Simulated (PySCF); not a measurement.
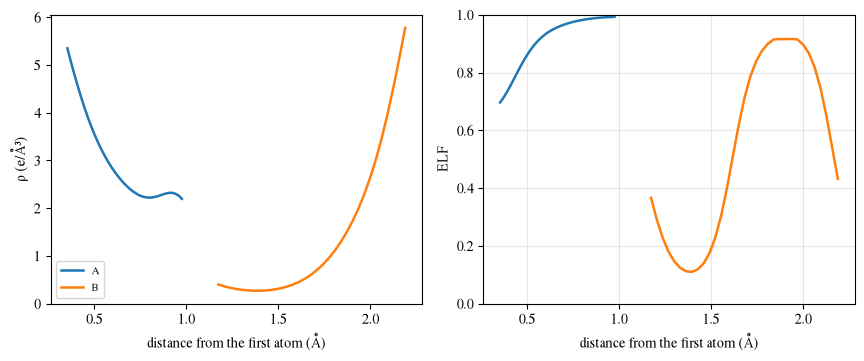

*H$_{2}$LaO (charge +2). Electron density and electron localisation function along straight lines between neighbouring atoms. The curves leave out the atomic cores.*

Core potentials replace the inner electrons of La.

Method: RKS PBE0, La lcecp-0-SVP with ECP47, O def2-SVP, H def2-SVP; non-relativistic Hamiltonian with scalar-relativistic core potentials where named; density fitting in PySCF 2.14.0.

Question: Which curve belongs to which contact (La–O and O–H)? The first atom named is at distance zero.

Answer: Curve A: O–H (0.98 Å): the density is about 3.7 e/Å³ at the midpoint; the ELF climbs to about 1 towards the hydrogen, as it does in any bond to H: a covalent bond by its length. Curve B: La–O (2.54 Å): ρ at the midpoint is about 0.31 e/Å³, with its minimum of 0.27 e/Å³ about 1.4 Å from La; the ELF peaks at about 0.90 in the valence shell of O, 0.7 Å from its nucleus, and drops to about 0.10 between the two atoms (a closed-shell, largely ionic contact).
